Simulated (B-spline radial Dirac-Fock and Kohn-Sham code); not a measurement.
Neutral tin. Computed with a radial B-spline solver: Dirac partial waves in the static Dirac–Fock field with Furness–McCarthy exchange, no polarisation or absorption.

Predict the main features of the following plot. Differential cross section for elastic electron scattering and the Sherman function against angle at 157 eV and 127 keV, computed at the marked angles.

At 157 eV the cross section is 62.0 bohr²/sr at 0°, 0.82 at 90° and 1.8 at 180°, with minima near 60°, 105° and 150°; among the marked angles the Sherman function is largest in size at 105° (−0.40), though it can peak far more sharply between them at a deep minimum; the integral is 19.4 bohr². At 127 keV the cross section is 619 bohr²/sr at 0°, 4.4 × 10⁻⁵ at 90° and 8.7 × 10⁻⁶ at 180°, without a marked minimum on this grid; among the marked angles the Sherman function is largest in size at 120° (−0.20); the integral is 0.470 bohr². The model is rough under about 200 eV.

Here it is:

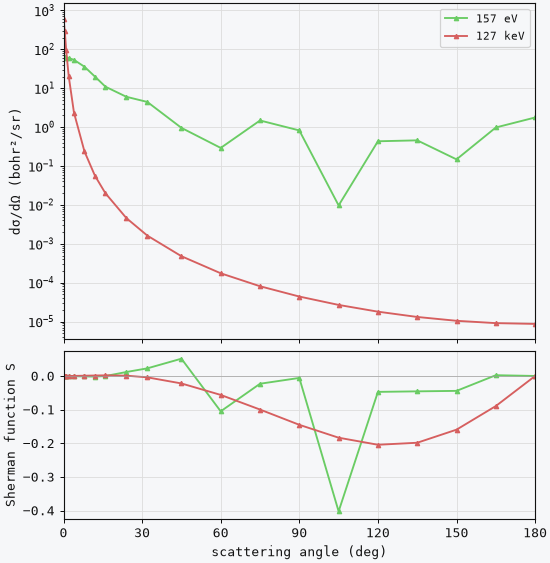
